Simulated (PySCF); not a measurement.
# [CF3]+ (SMILES F[C+](F)F) at 6 levels

We compute a comparison of 6 runs (HF/STO-3G, B3LYP/6-31G*, B3LYP/def2-SVPD, BLYP/def2-SVPD, PBE0/def2-SVPD, SCS-MP2/def2-SVPD) of [CF3]+. Input form: a Python script.

Program for the calculation: PySCF 2.14.0.

3 further runs of the same task are left out: 3 set aside as unsound or not needed.

## (1) Starting point

The species is [CF3]+ (4 atoms), meant as a singlet with charge +1. SMILES: `F[C+](F)F`. The shape is that of a PBE0-D4/def2-TZVP optimisation.

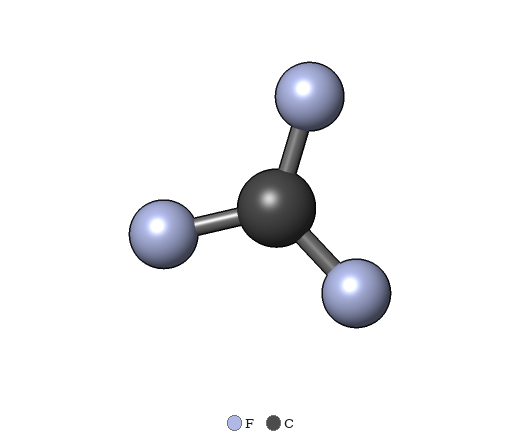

Viewed from a chosen angle; fluorine light blue, carbon dark grey.

## (2) The energy at HF/STO-3G (run 1)

calc.py reads:

```python
from pyscf import gto, scf

mol = gto.M(
    atom='''
F        0.698600      -0.114600       1.005400
C        0.000000       0.000000       0.000000
F       -0.609500      -0.973400      -0.439400
F       -0.089000       1.088000      -0.566000
''',
    verbose=3,
    charge=1,
    spin=0,
    max_memory=1860,
    basis='sto-3g',
)

calc0 = scf.RHF(mol)
calc0.conv_tol = 1e-10
calc0.kernel()
if not calc0.converged:
    calc0 = calc0.newton().run(calc0.mo_coeff, calc0.mo_occ)

e_final = calc0.e_tot
print('E(%s) = %.9f' % ('HF', e_final))
```

Launch:

```console
$ OMP_NUM_THREADS=1 python calc.py
```

Log:

```text
converged SCF energy = -331.210970540974
E(HF) = -331.210970541
```

It took 0.67 s on 1 thread of Intel Xeon at 2.70GHz, shared host; peak memory 0.1 GiB.

## (3) The energy at B3LYP/6-31G(d) (spherical functions) (run 2)

calc.py reads:

```python
# F[C+](F)F
from pyscf import gto, dft

mol = gto.Mole()
mol.atom = [
    ('F', (0.698600, -0.114600, 1.005400)),
    ('C', (0.000000, 0.000000, -0.000000)),
    ('F', (-0.609500, -0.973400, -0.439400)),
    ('F', (-0.089000, 1.088000, -0.566000)),
]
mol.max_memory = 1860
mol.spin = 0
mol.basis = '6-31g*'
mol.charge = 1
mol.verbose = 3
mol.build()

mf = dft.RKS(mol)
mf.xc = 'b3lyp'
mf.conv_tol = 1e-10
mf.grids.level = 5
mf.kernel()
if not mf.converged:
    mf = mf.newton().run(mf.mo_coeff, mf.mo_occ)

e_tot = mf.e_tot
print('E = %.10f Eh' % e_tot)
```

Launch:

```console
$ OMP_NUM_THREADS=1 python calc.py
```

Log:

```text
converged SCF energy = -337.222126919788
E = -337.2221269198 Eh
```

It took 6.9 s on 1 thread of Intel Xeon at 2.70GHz, shared host; peak memory 0.3 GiB.

## (4) A single-point energy at B3LYP/def2-SVPD (run 3)

job.py reads:

```python
from pyscf import gto, dft

molecule = gto.Mole()
molecule.atom = [
    ('F', (0.698600, -0.114600, 1.005400)),
    ('C', (0.000000, 0.000000, -0.000000)),
    ('F', (-0.609500, -0.973400, -0.439400)),
    ('F', (-0.089000, 1.088000, -0.566000)),
]
molecule.basis = 'def2-svpd'
molecule.max_memory = 1860
molecule.spin = 0
molecule.charge = 1
molecule.verbose = 3
molecule.build()

mf = dft.RKS(molecule, xc='b3lyp')
mf.conv_tol = 1e-10
mf.grids.level = 5
mf.kernel()
if not mf.converged:
    mf = mf.newton().run(mf.mo_coeff, mf.mo_occ)

e_final = mf.e_tot
print('E = %.10f Eh' % e_final)
```

Launch:

```console
$ OMP_NUM_THREADS=1 python job.py
```

Log:

```text
converged SCF energy = -336.987088785738
E = -336.9870887857 Eh
```

It took 13 s on 1 thread of Intel Xeon at 2.70GHz, shared host; peak memory 0.43 GiB.

Runs 4 to 5 aren't shown in full; the table further down has their settings and results.

## (5) The energy at SCS-MP2/def2-SVPD (run 6)

start.xyz reads:

```xyz
4

F      0.698600    -0.114600     1.005400
C      0.000000     0.000000     0.000000
F     -0.609500    -0.973400    -0.439400
F     -0.089000     1.088000    -0.566000
```

run.py reads:

```python
# F[C+](F)F
from pyscf import gto, scf, mp

mol = gto.M(
    atom='start.xyz',
    verbose=3,
    charge=1,
    max_memory=1860,
    basis='def2-svpd',
)

mf = scf.RHF(mol)
mf.conv_tol = 1e-10
mf.kernel()
if not mf.converged:
    mf = mf.newton().run(mf.mo_coeff, mf.mo_occ)

pt = mp.MP2(mf, frozen=4).run()
energy = mf.e_tot + 1.2 * pt.e_corr_os + pt.e_corr_ss / 3
print('Final energy', energy)
```

Launch:

```console
$ OMP_NUM_THREADS=1 python run.py
```

Log:

```text
converged SCF energy = -335.551494676239
E(RMP2) = -336.239285901643  E_corr = -0.68779122540381
E(SCS-RMP2) = -336.209379697201  E_corr = -0.657885020962016
Final energy -336.20937969720075
```

It took 2 s on 1 thread of Intel Xeon at 2.70GHz, shared host; peak memory 0.21 GiB.

## (6) The series

```tsv
run	level	integration grid	frozen core orbitals	energy (Eh)	HOMO energy (eV)	LUMO energy (eV)	HOMO–LUMO gap (eV)	wall time
1	HF/STO-3G	–	–	-331.210971	-25.20	-4.47	20.73	0.67 s
2	B3LYP/6-31G* (spherical functions)	5	–	-337.222127	-21.25	-10.60	10.65	6.9 s
3	B3LYP/def2-SVPD	5	–	-336.987089	-21.59	-11.00	10.59	13 s
4	BLYP/def2-SVPD	5	–	-336.969731	-19.51	-11.75	7.76	12 s
5	PBE0/def2-SVPD	5	–	-336.669778	-21.95	-10.63	11.32	13 s
6	SCS-MP2/def2-SVPD	–	4	-336.209380	-28.13	-5.69	22.43	2 s
```

## (7) Summary of results

| quantity | value |
| --- | --- |
| run 6: total energy | -336.20938 Eh |
| run 6: HOMO energy (Hartree–Fock orbitals) | -28.13 eV |
| run 6: LUMO energy (Hartree–Fock orbitals) | -5.69 eV |
| run 6: HOMO–LUMO gap (Hartree–Fock orbitals) | 22.43 eV |
| run 6: correlation energy (4 core orbitals frozen) | -657.9 mEh |

What this shows: Over runs 1, 2, 3, 4, 5 the HOMO–LUMO gap runs from 7.76 eV (BLYP/def2-SVPD) to 20.73 eV (HF/STO-3G). The two ends differ in method and basis. Totals of different functionals can't be ranked against each other. In run 1 the basis is minimal, so the values are rough. All runs together took 48 s, the longest 13 s.
